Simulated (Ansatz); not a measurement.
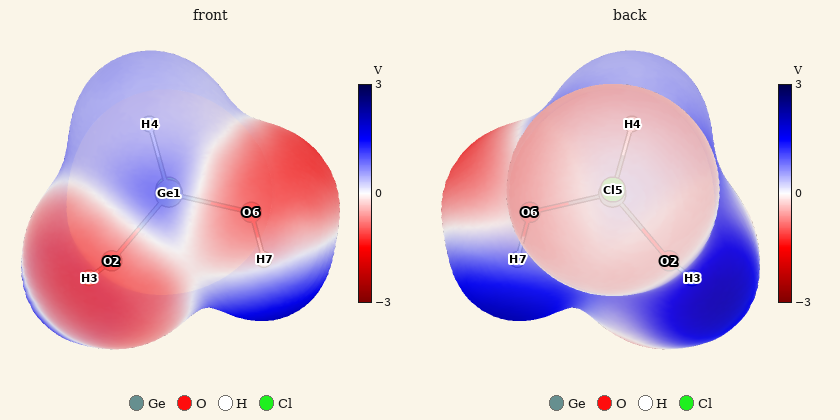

The picture shows: ClGeH$_{3}$O$_{2}$. The molecular electrostatic potential painted on the density surface at 0.001 e/bohr³, seen from the front and from behind; red is negative and blue positive.

All numbers below come from RKS PBE/def2-SVP in Ansatz.

```yaml
atoms:
  - { symbol: Ge, position_ang: [0.3154, -0.1410, 0.1005] }
  - { symbol: O, position_ang: [0.4526, -0.3362, 1.8716] }
  - { symbol: H, position_ang: [0.0484, 0.4322, 2.3192] }
  - { symbol: H, position_ang: [1.6642, -0.0025, -0.6224] }
  - { symbol: Cl, position_ang: [-0.9052, 1.6482, -0.2002] }
  - { symbol: O, position_ang: [-0.4626, -1.5834, -0.5883] }
  - { symbol: H, position_ang: [-1.2471, -1.8415, -0.0674] }
```

Which sites attract a positive test charge, and which a negative one?

Answer. A positive charge is drawn to the negative regions and a negative charge to the positive ones. The most negative region (about −1.1 V, or −25 kcal/mol for a unit charge) lies over O2 and O6, the most positive (about +2.0 V, or +46 kcal/mol for a unit charge) over H3 and H7.
